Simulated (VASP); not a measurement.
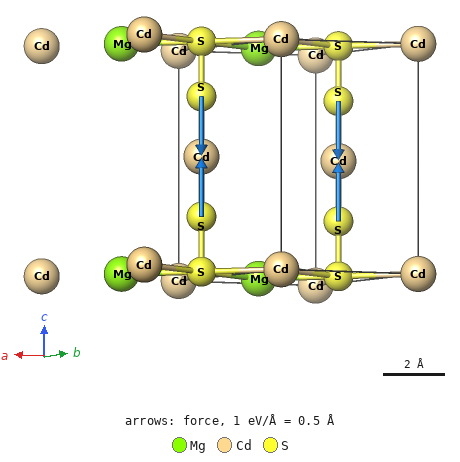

Starting geometry of solid MgCd2S3 (a generated structure, set up in P-6m2) with the computed forces as blue arrows. Style: ball-and-stick. Shown: the cell of the calculation, repeated 2 × 1 × 1 with one cell outlined, from a free direction.

The run lets cell and atoms move.

These are results of Kohn-Sham DFT of a periodic cell, PBE, VASP PAW PBE potentials, recommended (VASP), not measurements.

The input:
```
SYSTEM = MgCd2S3
  PREC = Normal
  ENCUT = 520
  EDIFF = 1E-4
  ISMEAR = 0
  SIGMA = 0.15
  LREAL = .False.
  LASPH = .True.
  NELM = 60
  ALGO = Fast
  ISIF = 3
  LWAVE = .False.
  LCHARG = .False.
  GGA = PE
  IBRION = 2
  NSW = 24
  EDIFFG = -0.08
```

Launched with:
```bash
cat potpaw_PBE.64/Mg/POTCAR potpaw_PBE.64/Cd/POTCAR potpaw_PBE.64/S/POTCAR > POTCAR
mpirun -np 1 vasp_std > vasp.out
```

> What follows when this structure is relaxed?

It isn't relaxed: the largest force vector, on S atoms, is 3.96 eV/Å. The atoms end up moving mostly along the starting forces (cosine between the two patterns 1.00). The largest moves relative to the cell, 0.13 Å, are those of S atoms. Mg and Cd stay in place. The drawn cell changes as follows: a = b 4.701 → 4.872 Å (+3.6 %), c 7.644 → 9.651 Å (+26.3 %); the volume changes by +35.6 %. Some distances before and after: S–S 1.825 → 2.430 Å, Cd–S 1.997 → 2.396 Å, Mg–S 2.714 → 2.813 Å, Cd–S 2.714 → 2.813 Å. The space group stays P-6m2 (No. 187). After 13 geometry steps the energy has fallen by 1177 meV per atom. Largest force component: 4 eV/Å at the start, 0.039 eV/Å at the end. Pressure: 32.14 GPa at the start and −0.07 GPa at the end. The volume changes by over a tenth within one run on a fixed set of plane waves, so the end point should be relaxed again from the new cell. It ran on 1 thread of Intel(R) Xeon(R) Platinum 8488C (Sapphire Rapids) (shared host).
